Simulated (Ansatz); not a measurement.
# Li3Cr: relaxing a made-up structure

This structure for Li3Cr is made up. Its elements were placed in a known structure type with a cell scaled to their sizes. What cell does the guess relax to, and how far off was it?

Program: Ansatz 0.2.0. Level of theory: DFT, PBEsol, plane-wave PAW, files of the set soft_1, scalar-relativistic, ferromagnetic start, cell and ions relaxed at zero pressure; PAW set soft_1, in the first sound run; inputs show where later runs differ. Results are calculated unless marked as measured.

## 1. The structure

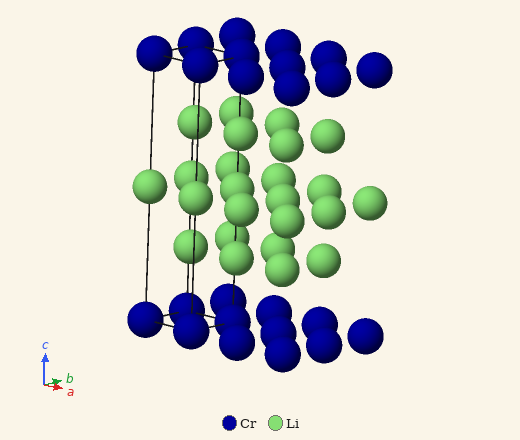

Start, viewed slightly off an axis; chromium blue, lithium green. 3×2×1 cells are drawn. Some periodic images of atoms are drawn too.

## 2. Relaxing cell and atoms

The guess takes its coordinates from another compound and its volume from a rule, so the cell and any free coordinates are relaxed together.

File input.yaml:

```yaml
crystal:
  lattice:
    - [2.879, 0.0, 0.0]
    - [-1.4395, 2.493287137, 0.0]
    - [0.0, 0.0, 8.864]
  atoms:
    - { symbol: Cr, position: [0.0, 0.0, 0.0], spin: 3.0 }
    - { symbol: Li, position: [0.333333333, 0.666666667, 0.7341] }
    - { symbol: Li, position: [0.333333333, 0.666666667, 0.2659] }
    - { symbol: Li, position: [0.0, 0.0, 0.5] }
magnetization:
  spin_polarized: true
kpoints:
  mp_grid: { grid: [11, 11, 3] }
scf:
  occupations: { method: fermi_dirac, width: 0.05 }
hamiltonian:
  xc: pbesol
  pseudopotentials: { kind: paw, azcp: { folder: soft_1 }, xc_functional: pbe }
relax:
  f_tol: 0.015
  max_steps: 70
  cell: {}
output:
  forces: true
  stress: true
```

Run with:

```bash
$ ansatz run input.yaml --threads 4 --pin off --max-ram 8192MiB --backend cpu --events-out ev --progress --plain --runs-dir out
```

Numbers of over 12 decimals in the logs are rounded to 6 here.

What it wrote:

```text
Engine: ansatz 0.2.0, x86_64-unknown-linux-gnu
Pseudopotentials: kind: paw
Pseudopotential: Cr, paw, valence charge 14, recommended cutoff 420 eV (normal), soft_1/Cr.paw.azcp
Pseudopotential: Li, paw, valence charge 3, recommended cutoff 420 eV (normal), soft_1/Li.paw.azcp
Functional definition: PBEsol
  exchange = pbesol_x
  correlation = pbesol_c
Crystal: 4 atoms, lattice volume = 63.627 Å³
Basis set: ecut = 420 eV, 1253 PW (Γ), exchange–correlation on 40×40×120 points (8 copies of the dense FFT grid, shifted against one another)
Bands: 17, of which v1, the nominal top of the filled ones, is band 12 counted from 1 (11 counted from 0)
Symmetry: 12 space group operations
Space group: P-6m2 (ITA 187), of the structure as read, at distance tolerance 4.0e-5 Å
Magnetic group: BNS 187.209 (UNI 1439), of the structure as read, at distance tolerance 4.0e-5 Å
k-points: 32 of 363 (time reversal used)
Non-local potential: Cr, projectors of the file, l = 0: 3, l = 1: 2, l = 2: 3, l = 3: 1
Non-local potential: Li, projectors of the file, l = 0: 3, l = 1: 2, l = 2: 1
PAW form: soft (Blöchl's): semilocal exchange-correlation on the pseudo side does not see the compensation charge
PAW frozen core: Cr, regenerated for the run's functional, and the local potential with it (the file was generated under x = pbe(κ = 0.804, μ = 0.219515), c = pbe(β = 0.066725))
PAW one-centre angular grid: Cr, 590 points (default); XC on 64 Gauss nodes
PAW one-centre angular grid: Li, 110 points (default); XC on 64 Gauss nodes
Initial density: superposition of atomic densities (chi_scale 0.1, normalization cell, long waves kept (reshape's long-wave potential 0.55 eV rms))
Starting moments: Σ|m| = 3 μB on 1 of 4 sites
Initial wavefunctions: pseudopotential atomic-orbital guess
Functional: x = pbesol(κ = 0.804, μ = 0.123457), c = pbesol(β = 0.046)
SCF iter   1: F=—  HF=-3956.938812 eV  |F-HF|=—  |Δ(HF+E_count)|=         —  Δρ=9.56e-2 (↑9.56e-2 ↓6.68e-2)  dr2=5.78e1  dr2_m=1.58e-1  M=3.174 μB ∫|m|=3.212 μB  β_m=0.30  ethr=3.10e-3  ⟨swp⟩=3.8  Hψ=4514  notcnv=0
Mixer restart at iter 1: flushing history
preconditioner: auto → none  [metal: Δε(μ)=0.007 eV  Ē_g=4.001 eV  σ=0.050 eV  W_gap=0.03  n_scr=6 (ndim 8)  ℏωp=14.0 eV  f_vac=0.000  D(μ)=4.19/eV (n_scr^D=50)  sad-step TF]
SCF iter   2: F=—  HF=-3957.336517 eV  |F-HF|=—  |Δ(HF+E_count)|=   3.98e-1  Δρ=3.66e-2 (↑2.41e-2 ↓3.66e-2)  dr2=1.76e1  dr2_m=6.44e-2  M=3.176 μB ∫|m|=3.251 μB  β_m=0.38  ethr=3.10e-3  ⟨swp⟩=3.0  Hψ=2922  notcnv=0  defer=29
SCF iter   3: F=—  HF=-3958.176045 eV  |F-HF|=—  |Δ(HF+E_count)|=   8.40e-1  Δρ=6.06e-2 (↑6.06e-2 ↓4.41e-2)  dr2=4.21e1  dr2_m=1.31e-1  M=2.842 μB ∫|m|=2.990 μB  β_m=0.26  ethr=3.10e-3  ⟨swp⟩=4.5  Hψ=3127  notcnv=0  defer=21  recentre
SCF iter   4: F=—  HF=-3956.016856 eV  |F-HF|=—  |Δ(HF+E_count)|=    2.16e0  Δρ=1.56e-2 (↑1.56e-2 ↓9.87e-3)  dr2=1.22e-1  dr2_m=6.13e-2  M=3.112 μB ∫|m|=3.225 μB  β_m=0.58  ethr=3.10e-3  ⟨swp⟩=3.4  Hψ=2501  notcnv=0  defer=22
SCF iter   5: F=—  HF=-3956.371293 eV  |F-HF|=—  |Δ(HF+E_count)|=         —  Δρ=3.47e-2 (↑3.47e-2 ↓2.58e-2)  dr2=8.14e-1  dr2_m=5.14e-1  M=3.940 μB ∫|m|=4.085 μB  β_m=0.58  ethr=5.32e-4  ⟨swp⟩=2.8  Hψ=2306  notcnv=0  defer=17
Mixer restart at iter 5: flushing history
SCF iter   6: F=—  HF=-3957.492288 eV  |F-HF|=—  |Δ(HF+E_count)|=    1.12e0  Δρ=3.77e-2 (↑1.66e-2 ↓3.77e-2)  dr2=1.65e1  dr2_m=2.44e-1  M=2.822 μB ∫|m|=3.080 μB  β_m=0.22  ethr=5.32e-4  ⟨swp⟩=4.2  Hψ=2900  notcnv=0  defer=20  recentre
SCF iter   7: F=—  HF=-3956.322130 eV  |F-HF|=—  |Δ(HF+E_count)|=    1.17e0  Δρ=2.38e-2 (↑1.30e-2 ↓2.38e-2)  dr2=1.86e0  dr2_m=1.78e-1  M=3.897 μB ∫|m|=4.020 μB  β_m=0.25  ethr=5.32e-4  ⟨swp⟩=3.1  Hψ=2922  notcnv=0  defer=24
SCF iter   8: F=—  HF=-3956.178163 eV  |F-HF|=—  |Δ(HF+E_count)|=   1.44e-1  Δρ=1.13e-2 (↑1.13e-2 ↓9.89e-3)  dr2=8.56e-3  dr2_m=6.46e-2  M=3.747 μB ∫|m|=3.925 μB  β_m=0.39  ethr=5.32e-4  ⟨swp⟩=2.6  Hψ=1790  notcnv=0  defer=33
SCF iter   9: F=—  HF=-3956.178490 eV  |F-HF|=—  |Δ(HF+E_count)|=   3.28e-4  Δρ=8.03e-3 (↑8.03e-3 ↓5.35e-3)  dr2=3.05e-2  dr2_m=2.51e-2  M=3.835 μB ∫|m|=4.029 μB  β_m=0.41  ethr=3.72e-5  ⟨swp⟩=2.0  Hψ=1884  notcnv=0  defer=33
SCF iter  10: F=—  HF=-3956.169941 eV  |F-HF|=—  |Δ(HF+E_count)|=   8.55e-3  Δρ=1.54e-3 (↑1.54e-3 ↓1.33e-3)  dr2=3.50e-4  dr2_m=1.17e-3  M=3.796 μB ∫|m|=3.996 μB  β_m=0.57  ethr=3.72e-5  ⟨swp⟩=2.1  Hψ=1742  notcnv=0  defer=34
SCF iter  11: F=—  HF=-3956.170065 eV  |F-HF|=—  |Δ(HF+E_count)|=   1.25e-4  Δρ=6.90e-4 (↑6.90e-4 ↓5.86e-4)  dr2=1.23e-4  dr2_m=2.29e-4  M=3.800 μB ∫|m|=4.007 μB  β_m=0.78  ethr=1.52e-6  ⟨swp⟩=2.0  Hψ=1329  notcnv=0  defer=34
SCF iter  12: F=—  HF=-3956.170170 eV  |F-HF|=—  |Δ(HF+E_count)|=   1.05e-4  Δρ=8.83e-5 (↑8.83e-5 ↓7.13e-5)  dr2=2.30e-6  dr2_m=3.41e-6  M=3.806 μB ∫|m|=4.021 μB  β_m=0.86  ethr=5.36e-7  ⟨swp⟩=2.3  Hψ=1585  notcnv=0  defer=34
SCF iter  13: F=—  HF=-3956.170174 eV  |F-HF|=—  |Δ(HF+E_count)|=   3.91e-6  Δρ=1.84e-5 (↑1.84e-5 ↓1.00e-5)  dr2=4.28e-7  dr2_m=6.78e-8  M=3.806 μB ∫|m|=4.023 μB  β_m=0.92  ethr=1.00e-8  ⟨swp⟩=2.0  Hψ=1680  notcnv=0  defer=34
SCF iter  14: F=—  HF=-3956.170174 eV  |F-HF|=—  |Δ(HF+E_count)|=   2.42e-7  Δρ=2.69e-6 (↑2.69e-6 ↓2.13e-6)  dr2=1.14e-8  dr2_m=2.89e-9  M=3.806 μB ∫|m|=4.023 μB  β_m=0.96  ethr=1.86e-9  ⟨swp⟩=2.0  Hψ=1392  notcnv=0  defer=34
SCF iter  15: F=-3956.170174 eV  HF=-3956.170174 eV  |F-HF|=1.83e-8  |Δ(HF+E_count)|=   1.63e-8  Δρ=1.65e-6 (↑9.09e-7 ↓1.65e-6)  dr2=2.08e-8  dr2_m=5.26e-10  M=3.806 μB ∫|m|=4.023 μB  ethr=4.95e-11  ⟨swp⟩=1.3  Hψ=2954  notcnv=0
SCF 1 converged in 15 iterations: F = -3956.170174 eV  dr2 = 2.08e-8
  greatest PAW one-centre occupation: 1.000 electrons in one spin orbital (limit 2), on the Cr atom at site 0 (counted from 0), in its partial waves of l = 0
relax step   1: F+E_penalty+E_count = -3956.17017393 eV  Δ(F+E_penalty+E_count) = +0.000e0 eV  max|allowed force component| = 5.958e-1 eV/Å  Δτ_max = 0.0000 Å  P = +1.717 GPa  Ω = 63.627 Å³  (15 SCF iters, dr2 threshold 1.00e-7 eV, accepted)
Crystal: 4 atoms, lattice volume = 65.608 Å³
Basis set: ecut = 420 eV, 1267 PW (Γ), exchange–correlation on 40×40×120 points (8 copies of the dense FFT grid, shifted against one another)
Initial density: handed on by an earlier stage of this run
Starting moments: Σ|m| = 3 μB on 1 of 4 sites; this step starts from the density that it was given
Initial wavefunctions: those handed on with the density
[...]
relax step  12: F+E_penalty+E_count = -3956.57879619 eV  Δ(F+E_penalty+E_count) = +1.233e-2 eV  max|allowed force component| = 1.216e-2 eV/Å  Δτ_max = 0.0207 Å  P = +3.008 GPa  Ω = 52.879 Å³  energy of the carried Pulay correction = +6.567e-4 eV  (25 SCF iters, dr2 threshold 4.00e-7 eV, rejected (line search))
relax step  13: F+E_penalty+E_count = -3956.61114398 eV  Δ(F+E_penalty+E_count) = -2.002e-2 eV  max|allowed force component| = 8.977e-3 eV/Å  Δτ_max = 0.0242 Å  P = -0.565 GPa  Ω = 55.966 Å³  energy of the carried Pulay correction = +4.560e-4 eV  (23 SCF iters, accepted)
relax step  14: F+E_penalty+E_count = -3956.61278088 eV  Δ(F+E_penalty+E_count) = -1.637e-3 eV  max|allowed force component| = 1.331e-2 eV/Å  Δτ_max = 0.0075 Å  P = +0.188 GPa  Ω = 55.359 Å³  energy of the carried Pulay correction = +4.946e-4 eV  (17 SCF iters, dr2 threshold 4.00e-7 eV, accepted)
relax step  15: F+E_penalty+E_count = -3956.61318283 eV  Δ(F+E_penalty+E_count) = -4.019e-4 eV  max|allowed force component| = 1.247e-3 eV/Å  Δτ_max = 0.0051 Å  P = -0.048 GPa  Ω = 55.508 Å³  energy of the carried Pulay correction = +4.851e-4 eV  (11 SCF iters, dr2 threshold 3.63e-7 eV, accepted)
relax step  16: F+E_penalty+E_count = -3956.61319258 eV  Δ(F+E_penalty+E_count) = -9.740e-6 eV  max|allowed force component| = 1.615e-3 eV/Å  Δτ_max = 0.0007 Å  P = +0.016 GPa  Ω = 55.434 Å³  energy of the carried Pulay correction = +4.898e-4 eV  (16 SCF iters, dr2 threshold 7.62e-9 eV, accepted)
relax step  17: F+E_penalty+E_count = -3956.61337541 eV  Δ(F+E_penalty+E_count) = -1.828e-4 eV  max|allowed force component| = 1.753e-3 eV/Å  Δτ_max = 0.0000 Å  P = +0.061 GPa  Ω = 55.434 Å³  stress off target by 1.28e-1 GPa  SCF on the basis re-selected at this cell (its energy is not comparable with the rows above)  (13 SCF iters)
relax step  18: F+E_penalty+E_count = -3956.61340260 eV  Δ(F+E_penalty+E_count) = -2.719e-5 eV  max|allowed force component| = 5.460e-4 eV/Å  Δτ_max = 0.0015 Å  P = +0.003 GPa  Ω = 55.521 Å³  energy of the carried Pulay correction = -6.103e-6 eV  (13 SCF iters, dr2 threshold 4.08e-8 eV, accepted)
iter 1 solved again at ethr=5.51e-8 eV; its pass at ethr=3.10e-3 eV (dr2=1.27e-5 eV) is discarded
SCF iter   1: F=—  HF=-3956.613410 eV  |F-HF|=—  |Δ(HF+E_count)|=         —  Δρ=4.36e-7 (↑3.54e-7 ↓4.36e-7)  dr2=1.46e-10  dr2_m=5.69e-12  M=0.000 μB ∫|m|=0.000 μB  β_m=0.65  ethr=5.51e-8  ⟨swp⟩=3.0  Hψ=7174  notcnv=0
eigensolver tolerance schedule: the retry pair's looser diagonalisation over-reported the residual by 86979.43 of it (diagonalisation noise at an unbounded share of the residual, at the tolerance the schedule requests for it); recorded, not acted on — ethr = c·dr2/N_el stays at c = 1.0e-1
preconditioner: auto → none  [metal: Δε(μ)=0.088 eV  Ē_g=3.957 eV  σ=0.050 eV  W_gap=0.39  n_scr=4 (ndim 8)  ℏωp=15.0 eV  f_vac=0.000  D(μ)=2.70/eV (n_scr^D=26)]
SCF iter   2: F=—  HF=-3956.613409 eV  |F-HF|=—  |Δ(HF+E_count)|=   1.74e-6  Δρ=4.79e-7 (↑4.79e-7 ↓1.96e-7)  dr2=1.20e-9  dr2_m=1.85e-11  M=0.000 μB ∫|m|=0.000 μB  β_m=0.30  ethr=1.00e-12  ⟨swp⟩=2.5  Hψ=1955  notcnv=0
SCF iter   3: F=—  HF=-3956.613409 eV  |F-HF|=—  |Δ(HF+E_count)|=  1.30e-10  Δρ=2.90e-7 (↑2.41e-7 ↓2.90e-7)  dr2=2.72e-10  dr2_m=1.69e-11  M=0.000 μB ∫|m|=0.000 μB  β_m=0.25  ethr=1.00e-12  ⟨swp⟩=2.0  Hψ=1388  notcnv=0
SCF iter   4: F=—  HF=-3956.613409 eV  |F-HF|=—  |Δ(HF+E_count)|=  9.09e-13  Δρ=1.55e-7 (↑1.55e-7 ↓1.29e-7)  dr2=7.93e-12  dr2_m=5.36e-12  M=0.000 μB ∫|m|=0.000 μB  β_m=0.32  ethr=1.00e-12  ⟨swp⟩=1.1  Hψ=1092  notcnv=0
SCF iter   5: F=—  HF=-3956.613409 eV  |F-HF|=—  |Δ(HF+E_count)|=  6.68e-11  Δρ=2.10e-7 (↑2.10e-7 ↓1.64e-7)  dr2=7.59e-12  dr2_m=1.68e-11  M=0.000 μB ∫|m|=0.000 μB  β_m=0.66  ethr=1.00e-12  ⟨swp⟩=1.0  Hψ=1088  notcnv=0
SCF iter   6: F=—  HF=-3956.613409 eV  |F-HF|=—  |Δ(HF+E_count)|=  5.00e-11  Δρ=2.37e-7 (↑2.37e-7 ↓1.08e-7)  dr2=9.89e-12  dr2_m=1.46e-11  M=0.000 μB ∫|m|=0.000 μB  β_m=0.83  ethr=1.00e-12  ⟨swp⟩=1.0  Hψ=1088  notcnv=0
SCF iter   7: F=—  HF=-3956.613409 eV  |F-HF|=—  |Δ(HF+E_count)|=  1.09e-11  Δρ=1.98e-7 (↑1.98e-7 ↓1.49e-7)  dr2=2.24e-12  dr2_m=1.53e-11  M=0.000 μB ∫|m|=0.000 μB  β_m=0.75  ethr=1.00e-12  ⟨swp⟩=1.0  Hψ=1088  notcnv=0
SCF iter   8: F=-3956.613409 eV  HF=-3956.613409 eV  |F-HF|=3.18e-12  |Δ(HF+E_count)|=  3.18e-12  Δρ=7.56e-8 (↑7.56e-8 ↓3.59e-8)  dr2=1.74e-12  dr2_m=1.57e-12  M=0.000 μB ∫|m|=0.000 μB  ethr=1.00e-12  ⟨swp⟩=2.0  Hψ=2774  notcnv=0
the starting moments were not kept: the SCF closed with an absolute magnetisation of 2.8e-5 μB, where they sum to 3 μB in size (1 site). That is at most 0.1 of that sum.
SCF 19 converged in 8 iterations: F = -3956.613409 eV  dr2 = 1.74e-12
relax step  19: F+E_penalty+E_count = -3956.61340857 eV  Δ(F+E_penalty+E_count) = -5.966e-6 eV  max|allowed force component| = 5.812e-4 eV/Å  Δτ_max = 0.0000 Å  P = +0.003 GPa  Ω = 55.521 Å³  stress off target by 1.21e-2 GPa  SCF on the basis re-selected at this cell (its energy is not comparable with the rows above)  (8 SCF iters)
basis re-selected at this cell: Δ(F+E_penalty+E_count) = -5.966e-6 eV, ΔP = +0.000 GPa vs the last step (what re-selecting the basis moved, of the pressure what is left beyond the Pulay correction that the steps carried, after the strain that the cell walked since its last selection, with what the two solves' SCF thresholds leave and, on support functions, any second-order correction that the steps lacked; it is no m [...]
SCF converged after 8 iterations
Magnetization: 0.0000 μB (11.5000 up, 11.5000 down)
Absolute magnetization: 0.0000 μB (∫|ρ↑−ρ↓|, with the PAW one-centre terms)
Spin contamination: 0.0000 ħ² per cell (⟨S²⟩ above its minimum at these occupations)
Per-site moments (μB) at R_I (Å): [(2.352159673048029e-5, 1.055142), (-3.357396747327948e-7, 1.055142), (-3.357396747417032e-7, 1.055142), (-1.1486933861475658e-7, 1.055142)]
Free energy (F): -3956.613409 eV
Harris-Foulkes:  -3956.613409 eV  (|F-HF|=3.18e-12)
Internal energy: -3956.590241 eV  (E = F + TS)
E sigma→0 (E₀):  -3956.601825 eV
Entropy (-TS):   -0.023168 eV (-5.792 meV/atom)
Fermi energy:    5.521431 eV
--- Per-component energies (eV) ---
  E_band       = -555.589086
  E_kinetic    = 351.712564
  E_local      = -4095.804830  (includes V_loc(G=0)·N_el)
  E_nonlocal   = -13.032065
  E_hartree    = 1850.294656
  E_xc         = -139.990094
  E_vxc        = -179.382839  (∫ρ·V_xc dr)
  E_paw        = -1259.237357  (= ΣΔE_a)
  E_vpaw       = -319.672879  (= ΣTr[D̂ρ^β])
  E_aug_tail   = 0.001548  (compensation charges beyond the density's cutoff)
  E_ewald      = -650.694661
  E_core_change = 0.160000  (= ΣΔE_core)
  E_smearing   = -0.023168  (= −TS)
  E_closure    = -0.000000  (closes the sum)
  Σ components = -3956.613409   (vs F -3956.613409, Δ=0.00e0)
--- Forces (eV/Å), atoms counted from 1 ---
  atom   1  Cr     0.00000000    -0.00000000     0.00000000
  atom   2  Li    -0.00000000     0.00000000     0.00058120
  atom   3  Li    -0.00000000     0.00000000    -0.00058120
  atom   4  Li     0.00000000    -0.00000000     0.00000000
  max |Σ_I F_I| component: 1.39e-17 eV/Å
--- Stress (GPa, compression-positive) ---
       -0.001863       0.000000       0.000000
       -0.000000      -0.001863       0.000000
        0.000000       0.000000       0.012138
  P = ⅓ Tr σ = 0.0028 GPa (0.028 kbar)
--- Relaxed structure (17 steps of the walk, 16 accepted, 2 SCFs on fresh bases) ---
  F+E_penalty+E_count = -3956.61340857 eV   max|allowed force component| = 5.812e-4 eV/Å   (the final SCF, on the basis selected at the relaxed cell)
  cell:  # Å, volume = 55.5207 Å³
    - [2.557919, 0.0, 0.0]
    - [-1.278959, 2.215223, 0.0]
    - [0.0, 0.0, 9.798292]
  atoms:
    - { symbol: Cr, position: [1.8503717085702404e-17, -2.775557561562892e-17, 1.761339269380783e-18] }
    - { symbol: Li, position: [0.333333, 0.666667, 0.765680] }
    - { symbol: Li, position: [0.333333, 0.666667, 0.234320] }
    - { symbol: Li, position: [1.8503717085702395e-17, -2.7755575615628914e-17, 0.5] }
```

It took 46 s on 4 threads of Intel Xeon Platinum 8259CL at 2.50GHz (Skylake/Cascade Lake), shared host; peak memory 0.48 GiB; 2.7 min of CPU time.

The steps of the relaxation:

| step | energy less that of the first step (eV) | largest force component (eV/Å) | pressure (GPa) | volume (Å³) |
| --- | --- | --- | --- | --- |
| 1 | 0.0000 | 0.5958 | 1.72 | 63.63 |
| 2 | -0.1676 | 0.0652 | 0.81 | 65.61 |
| 3 | -0.2215 | 0.0443 | 0.26 | 66.65 |
| 4 | -0.2319 | 0.0139 | -0.08 | 66.95 |
| 5 | -0.2320 | 0.0015 | -0.07 | 66.81 |
| 6 | -0.2322 | 0.0009 | -0.07 | 66.50 |
| 7 | -0.2323 | 0.0058 | -0.10 | 66.28 |
| 8 | -0.2326 | 0.0083 | -0.15 | 66.02 |
| 9 | -0.2345 | 0.0105 | -0.45 | 65.23 |
| 10 | -0.2598 | 0.0712 | -3.25 | 63.89 |
| 11 | -0.4210 | 0.1189 | -1.94 | 58.07 |
| 12 | -0.4086 | 0.0122 | 3.01 | 52.88 |
| 13 | -0.4410 | 0.0090 | -0.56 | 55.97 |
| 14 | -0.4426 | 0.0133 | 0.19 | 55.36 |
| 15 | -0.4430 | 0.0012 | -0.05 | 55.51 |
| 16 | -0.4430 | 0.0016 | 0.02 | 55.43 |
| 17* | -0.4432 | 0.0018 | 0.06 | 55.43 |
| 18 | -0.4432 | 0.0005 | 0.00 | 55.52 |
| 19* | -0.4432 | 0.0006 | 0.00 | 55.52 |

Relaxation steps marked * repeat the geometry before them on a plane-wave basis chosen anew for their cell, so energy and pressure can jump there. Relaxation step 12 was tried and not accepted.

Forces are held to the 12 operations that the run works with; a distortion that breaks them can't arise in this run.

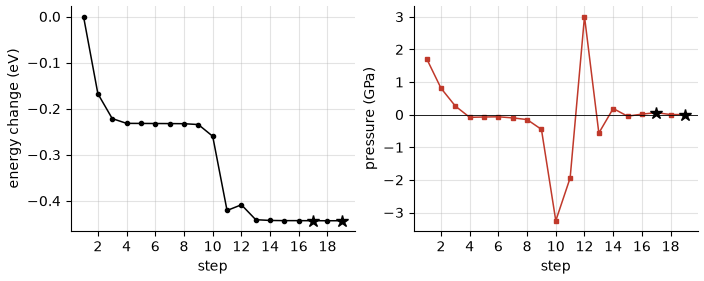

Energy and pressure along the relaxation. Stars mark steps on a basis chosen anew.

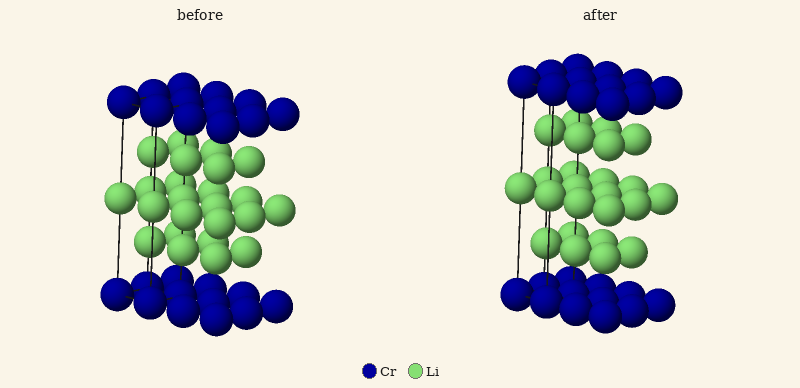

Before and after, at one scale.

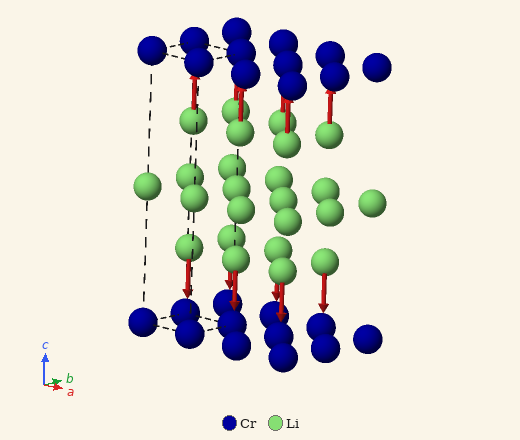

Displacements in the relaxation, exaggerated, measured against the changing cell; the longest in the cell stands for 0.31 Å. 3×2×1 cells are drawn. Some periodic images of atoms are drawn too.

| conventional cell, symmetrised | before | after | change |
| --- | --- | --- | --- |
| a (Å) | 2.879 | 2.558 | -11.2 % |
| b (Å) | 2.879 | 2.558 | -11.2 % |
| c (Å) | 8.864 | 9.798 | +10.5 % |
| volume (Å³/atom) | 15.91 | 13.88 | -12.7 % |

The atoms that moved most (Å, as changes of fractional coordinates times the final cell):

| atom | dx | dy | dz | length |
| --- | --- | --- | --- | --- |
| Li3 | 0.000 | 0.000 | -0.309 | 0.309 |
| Li2 | 0.000 | 0.000 | 0.309 | 0.309 |

The relaxed structure:

```cif
data_structure
_symmetry_space_group_name_H-M 'P 1'
_symmetry_Int_Tables_number 1
_cell_length_a 2.5579
_cell_length_b 2.5579
_cell_length_c 9.7983
_cell_angle_alpha 90.000
_cell_angle_beta 90.000
_cell_angle_gamma 120.000
_cell_volume 55.52
loop_
_atom_site_label
_atom_site_type_symbol
_atom_site_fract_x
_atom_site_fract_y
_atom_site_fract_z
_atom_site_occupancy
Cr1 Cr 0.00000 0.00000 0.00000 1
Li2 Li 0.33333 0.66667 0.76568 1
Li3 Li 0.33333 0.66667 0.23432 1
Li4 Li 0.00000 0.00000 0.50000 1
```

Numbers from this step:

```
free energy             : -3956.6134 eV
energy at zero smearing : -3956.6018 eV
smearing term TS        : 0.02317 eV
Fermi energy            : 5.521 eV
electrons               : 23
symmetry operations     : 12
pressure                : 0.002804 GPa
```

Shortest distances by pair of elements, guess and relaxed (not always the same contact):

| pair | guess (Å) | relaxed (Å) |
| --- | --- | --- |
| Cr–Cr | 2.879 | 2.558 |
| Li–Li | 2.659 | 2.558 |
| Cr–Li | 2.884 | 2.730 |

The relaxation ends with a largest force component of 5.8e-4 eV/Å and a pressure of 0.00 GPa. The starting moments have collapsed: the run ends non-magnetic.

(Continued in part 2 of 2.)

[Logs are printed without paths, hosts, clocks, repeated set-up lines and the standing remarks that a program may print on its own settings, such as how far it seeks lower states.]

[Hosts, paths, dates, database ids (printed as entryN), source tags and the programs' standing remarks are cut or masked in the printed files.]
